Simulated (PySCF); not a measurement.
Ge(F)2, SMILES [F][Ge][F] at its CAM-B3LYP/def2-SVP optimised geometry (Å):

```
3

Ge    -0.7610    -0.8634     0.0000
F      0.9802    -0.8634     0.0000
F     -0.9802     0.8634     0.0000
```

Calculation: CAM-B3LYP/def2-TZVP run with PySCF. Cells within 0.4 Å of a nucleus heavier than hydrogen are left out (blank, or x).

Map of the electrostatic potential (hartree/e), clipped to [-0.08, 0.12] on the plane z = 0.0 Å:

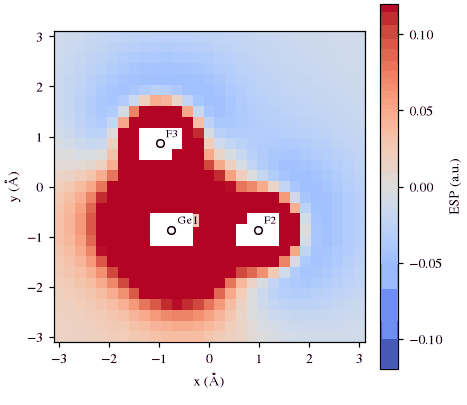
Fig. 1. Electrostatic potential (hartree/e), clipped to [-0.08, 0.12] on the plane z = 0.0 Å.
